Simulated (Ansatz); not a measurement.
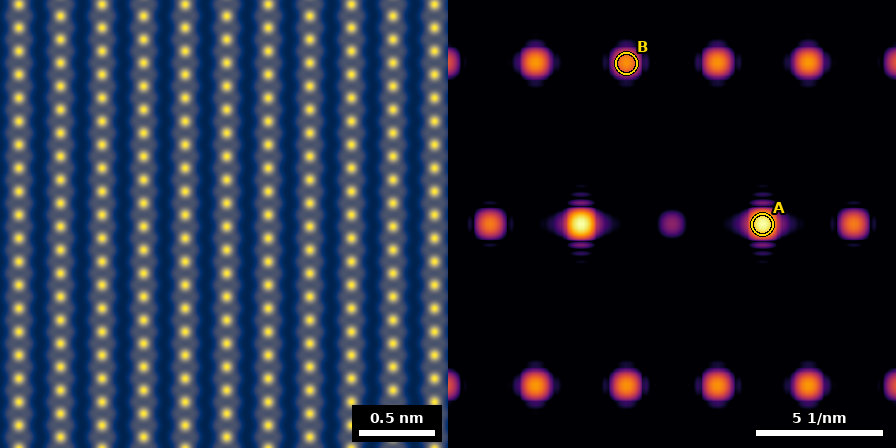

iDPC-like image of CdC₂ (I4/mmm, No. 139) along [210]. Simulated as the projected potential of neutral atoms (B = 0.8 Å²) blurred by a 0.50 Å probe, the thin-sample limit of integrated differential phase contrast. Atomic positions: the geometry relaxed (final pressure about 31 GPa) with Ansatz 0.2.0, DFT PBE, scalar-relativistic, plane waves, PAW; the starting structure was generated, so it need not be a known form of this composition.

The right panel is the modulus of the image's Fourier transform on a logarithmic scale.

a = 3.502 Å, b = 3.502 Å, c = 5.566 Å, α = 90.00°, β = 90.00°, γ = 90.00°

Question: Index the marked spots and give their plane spacings (the zone axis points at the viewer; indices equivalent by symmetry, or all signs reversed, are as good).

Answer: A: (0 0 -2), d = 2.78 Å; B: (-1 2 1), d = 1.51 Å. A and B enclose 106°, and every spot obeys the zone law hu + kv + lw = 0 for [210].
